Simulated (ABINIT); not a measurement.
# GaN (F-43m): G0W0 with ABINIT, start to end

Wanted: ground state, empty states, screening and self-energy for GaN (F-43m).

Main program and level: ABINIT 10.8.3; PBE and many-body steps on it, plane waves.

**Experimental background.**

- Gap 3.23 eV: absorption onset (direct gap at Gamma) of unexcited film, from imaginary part of dielectric function; spectroscopic ellipsometry (steady-state reference of time-resolved measurement); 300 K; film on 3C-SiC/Si(001) (“Femtosecond pump-probe absorption edge spectroscopy of cubic GaN”, 2022, arxiv:2206.02223).

## (1) The structure

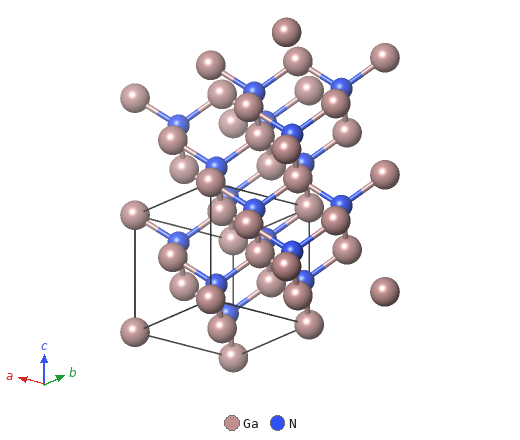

The starting structure, seen from a free direction (gallium pink, nitrogen blue). 1×2×2 cells are drawn. This picture shows the conventional cell, with its axes. Bonds to atoms that aren't drawn are left out. Some periodic images of atoms are drawn too.

The cell and positions are those that the Materials Project relaxed with its own functionals (PBE, PBE+U or r2SCAN), kept fixed. This is not the form that GaN usually takes at ambient conditions.

## (2) Ground state

This step: ABINIT 10.8.3; DFT, PBE, plane waves, norm-conserving pseudopotentials.

The ground-state density comes first.

Input file run.abi:

```
acell 3*1.0 Angstrom
rprim 
  0.000000000000 2.253500607500 2.253500607500
  2.253500607500 0.000000000000 2.253500607500
  2.253500607500 2.253500607500 0.000000000000
ntypat 2
znucl 31 7
natom 2
typat 1 2
xred 
  0.000000000000 0.000000000000 0.000000000000
  0.750000000000 0.750000000000 0.750000000000
pp_dirpath "pseudos"
pseudos "Ga.upf, N.upf"
ecut 45
ngkpt 8 8 8
nshiftk 1
shiftk 0 0 0
kptopt 1
chksymbreak 0
nband 18
occopt 1
tolvrs 1e-10
nstep 60
prtwf 0
optforces 0
optstress 0
indata_prefix "in"
outdata_prefix "out"
tmpdata_prefix "tmp"
```

Started as:

```sh
OMP_NUM_THREADS=1 mpirun -n 8 abinit run.abi > log
```

Numbers of over 12 decimals in the logs are rounded to 6 here.

The program printed:

```text
.Version 10.8.3 of ABINIT. v10.8.2 released Aug 2026.

 Symmetries : space group F-4 3 m (#216); Bravais cF (face-center cubic)
================================================================================
 Values of the parameters that define the memory need of the present run
     intxc =       0    ionmov =       0      iscf =       7    lmnmax =       6
     lnmax =       6     mgfft =      40  mpssoang =       3    mqgrid =    3001
     natom =       2  nloc_mem =       1    nspden =       1   nspinor =       1
    nsppol =       1      nsym =      24    n1xccc =    2501    ntypat =       2
    occopt =       1   xclevel =       2
-    mband =          18        mffmem =           1         mkmem =           4
       mpw =        2245          nfft =       64000          nkpt =          29
================================================================================
  Rough estimation (10% accuracy) of disk space for files :
================================================================================

--------------------------------------------------------------------------------
------------- Echo of variables that govern the present computation ------------
--------------------------------------------------------------------------------
 -outvars: echo values of preprocessed input variables --------
            acell      1.8897261259E+00  1.8897261259E+00  1.8897261259E+00 Bohr

      chksymbreak           0
             ecut      4.50000000E+01 Hartree
-          fftalg         312

              ixc     -101130
              kpt      0.00000000E+00  0.00000000E+00  0.00000000E+00
                       1.25000000E-01  0.00000000E+00  0.00000000E+00
                       2.50000000E-01  0.00000000E+00  0.00000000E+00
                       3.75000000E-01  0.00000000E+00  0.00000000E+00
                       5.00000000E-01  0.00000000E+00  0.00000000E+00
                       1.25000000E-01  1.25000000E-01  0.00000000E+00
                       2.50000000E-01  1.25000000E-01  0.00000000E+00
                       3.75000000E-01  1.25000000E-01  0.00000000E+00
                       5.00000000E-01  1.25000000E-01  0.00000000E+00
   [... 18 further rows ...]
                      -3.75000000E-01  5.00000000E-01  1.25000000E-01
                      -2.50000000E-01  5.00000000E-01  2.50000000E-01
         kptrlatt        8    0    0      0    8    0      0    0    8
          kptrlen      4.81794160E+01
P           mkmem           4
            natom           2
            nband          18
            ngfft          40      40      40
             nkpt          29
            nstep          60
             nsym          24
           ntypat           2
              occ      2.000000  2.000000  2.000000  2.000000  2.000000  2.000000
                       2.000000  2.000000  2.000000  2.000000  2.000000  2.000000
                       2.000000  0.000000  0.000000  0.000000  0.000000  0.000000
        optforces           0
        optstress           0
            prtwf           0
            rprim      0.0000000000E+00  2.2535006075E+00  2.2535006075E+00
[...]
spgroup         216

           tolvrs      1.00000000E-10

             xred      0.0000000000E+00  0.0000000000E+00  0.0000000000E+00
[...]
znucl       31.00000    7.00000

================================================================================

 chkinp: Checking input parameters for consistency.

================================================================================
== DATASET  1 ==================================================================
-   mpi_nproc: 8, omp_nthreads: 1 (-1 if OMP is not activated)

--- !DatasetInfo
iteration_state: {dtset: 1, }
dimensions: {natom: 2, nkpt: 29, mband: 18, nsppol: 1, nspinor: 1, nspden: 1, mpw: 2245, }
cutoff_energies: {ecut:  45.0, pawecutdg:  -1.0, }
electrons: {nelect:   2.60000000E+01, charge:   0.00000000E+00, occopt:   1.00000000E+00, tsmear:   1.00000000E-02, }

 Real(R)+Recip(G) space primitive vectors, cartesian coordinates (Bohr,Bohr^-1):
 R(1)=  0.0000000  4.2584990  4.2584990  G(1)= -0.1174123  0.1174123  0.1174123
 R(2)=  4.2584990  0.0000000  4.2584990  G(2)=  0.1174123 -0.1174123  0.1174123
 R(3)=  4.2584990  4.2584990  0.0000000  G(3)=  0.1174123  0.1174123 -0.1174123
 Unit cell volume ucvol=  1.5445417E+02 bohr^3
 Angles (23,13,12)=  6.00000000E+01  6.00000000E+01  6.00000000E+01 degrees

 getcut: wavevector=  0.0000  0.0000  0.0000  ngfft=  40  40  40
         ecut(hartree)=     45.000   => boxcut(ratio)=   2.19947

--- Pseudopotential description ------------------------------------------------
- Ga Generated using ONCVPSP code by D. R. Hamann
- 31.00000  21.00000  171031                  znucl, zion, pspdat
12 -101130 2 -1 1902                          pspcod,pspxc,lmax,lloc,mmax
     nproj     2     2     2
  pspatm : epsatm=   21.85474337
         --- l  ekb(1:nproj) -->
[...]
pspatm: atomic psp has been read  and splines computed

- N Generated using ONCVPSP code by D. R. Hamann
-  7.00000   5.00000  171031                  znucl, zion, pspdat
12 -101130 1 -1 1058                          pspcod,pspxc,lmax,lloc,mmax
     nproj     2     2     0
  pspatm : epsatm=    5.20977870
         --- l  ekb(1:nproj) -->
[...]
1   -4.293905   -1.006988
 pspatm: atomic psp has been read  and splines computed

   7.03677574E+02                                ecore*ucvol(ha*bohr**3)
--------------------------------------------------------------------------------

_setup2: Arith. and geom. avg. npw (full set) are    2226.443    2226.425

================================================================================

--- !BeginCycle
iteration_state: {dtset: 1, }
solver: {iscf: 7, nstep: 60, nline: 4, wfoptalg: 0, }
tolerances: {tolvrs: 1.00E-10, }

     iter   Etot(hartree)      deltaE(h)  residm     vres2
 ETOT  1  -258.01753091192    -2.580E+02 5.649E-01 9.585E+02
 ETOT  2  -258.56781723981    -5.503E-01 1.404E-01 9.659E+02
 ETOT  3  -258.71788889241    -1.501E-01 4.324E-03 1.424E+00
 ETOT  4  -258.71813151589    -2.426E-04 7.054E-04 5.223E-01
 ETOT  5  -258.71822784614    -9.633E-05 3.970E-04 2.144E-02
 ETOT  6  -258.71823016905    -2.323E-06 6.764E-05 1.218E-03
 ETOT  7  -258.71823026511    -9.606E-08 3.682E-05 1.381E-04
 ETOT  8  -258.71823028487    -1.976E-08 6.163E-06 2.349E-06
 ETOT  9  -258.71823028540    -5.247E-10 3.419E-06 1.801E-08
 ETOT 10  -258.71823028540    -4.661E-12 2.695E-06 6.841E-11

 At SCF step   10       vres2   =  6.84E-11 < tolvrs=  1.00E-10 =>converged.

--- !ResultsGS
iteration_state: {dtset: 1, }
comment   : Summary of ground state results
lattice_vectors:
- [  0.0000000,   4.2584990,   4.2584990, ]
- [  4.2584990,   0.0000000,   4.2584990, ]
- [  4.2584990,   4.2584990,   0.0000000, ]
lattice_lengths: [   6.02243,    6.02243,    6.02243, ]
lattice_angles: [ 60.000,  60.000,  60.000, ] # degrees, (23, 13, 12)
lattice_volume:   1.5445417E+02
convergence: {deltae: -4.661E-12, res2:  6.841E-11, residm:  2.695E-06, diffor:  0.000E+00, }
etotal    :  -2.58718230E+02
entropy   :   0.00000000E+00
fermie    :   2.52201327E-01
cartesian_stress_tensor: null
pressure_GPa: null
xred      :
- [  0.0000E+00,   0.0000E+00,   0.0000E+00, Ga]
- [  7.5000E-01,   7.5000E-01,   7.5000E-01,  N]
cartesian_forces: null
force_length_stats: {min: null, max: null, mean: null, }

 Integrated electronic density in atomic spheres:
 ------------------------------------------------
 Atom  Sphere_radius  Integrated_density
    1        2.00000         18.88453299
    2        2.00000          5.24763507
================================================================================

 ----iterations are completed or convergence reached----

 Mean square residual over all n,k,spin=   64.341E-10; max=  26.947E-07
 reduced coordinates (array xred) for    2 atoms
       0.000000000000      0.000000000000      0.000000000000
       0.750000000000      0.750000000000      0.750000000000
 rms dE/dt=  0.0000E+00; max dE/dt=  0.0000E+00; dE/dt below (all hartree)
    1       0.000000000000      0.000000000000      0.000000000000
    2       0.000000000000      0.000000000000      0.000000000000

 cartesian coordinates (angstrom) at end:
    1      0.000000     0.000000     0.000000
    2      3.380251     3.380251     3.380251
 length scales=  1.889726125908  1.889726125908  1.889726125908 bohr
              =  1.000000000000  1.000000000000  1.000000000000 angstroms
 prteigrs : about to open file out_EIG
 Fermi (or HOMO) energy (hartree) =   0.25220   Average Vxc (hartree)=  -0.43124
 Eigenvalues (hartree) for nkpt=  29  k points:
 kpt#   1, nband= 18, wtk=  0.00195, kpt=  0.0000  0.0000  0.0000 (reduced coord)
  -4.97665   -3.16387   -3.16387   -3.16387   -0.33240   -0.24568   -0.24568   -0.24568
  -0.23446   -0.23446    0.25220    0.25220    0.25220    0.31643    0.63289    0.63289
   0.63289    0.89971
 prteigrs : prtvol=0 or 1, do not print more k-points.

--- !EnergyTerms
iteration_state     : {dtset: 1, }
comment             : Components of total free energy in Hartree
kinetic             :  1.27702089422731E+02
hartree             :  1.00372097444633E+02
xc                  : -2.89685342713341E+01
Ewald energy        : -1.35314831293648E+02
psp_core            :  4.55589885953002E+00
local_psp           : -2.66706247527047E+02
non_local_psp       : -6.03587029202698E+01
total_energy        : -2.58718230285404E+02
total_energy_eV     : -7.04008169317278E+03
band_energy         : -3.10080941005514E+01

== END DATASET(S) ==============================================================
================================================================================

 -outvars: echo values of variables after computation  --------
           etotal     -2.5871823029E+02
            nband          18
             nkpt          29
          spgroup         216
 [... the other variables as echoed above ...]

 Calculation completed.
```

Run time: 21 s. Hardware: 8 MPI ranks of AMD EPYC 7R43, shared host; peak memory 0.63 GiB; 2.7 min of CPU time.

This step gave:

```yaml
total_energy: -7040.0817 eV
gap: 1.748 eV
k_of_the_valence_top: 0, 0, 0
k_of_the_conduction_bottom: 0, 0, 0
least_direct_gap: 1.748 eV
```

The gap is direct, at Γ.

(Part 1 of 3 ends here.)

[Paths, hosts, dates, memory and timing lines, banners, echoed tables and standing remarks are left out of the program output.]

[Logs are printed without paths, hosts, clocks, repeated set-up lines and the standing remarks that a program may print on its own settings, such as how far it seeks lower states.]

[Runs of the session that timed out or met a known fault of the program may be left out.]

[Hosts, paths, dates, database ids (printed as entryN), source tags and the programs' standing remarks are cut or masked in the printed files.]

[G0W0 gaps are taken among the corrected bands and points alone; a level outside them can change the order at an edge.]

[Where Ansatz stands beside ABINIT at settings called matched, ABINIT's density can come from a denser mesh and the files from another edition; pairs whose starting gaps differed by over 0.03 eV were left out, so agreement reads better than it is.]
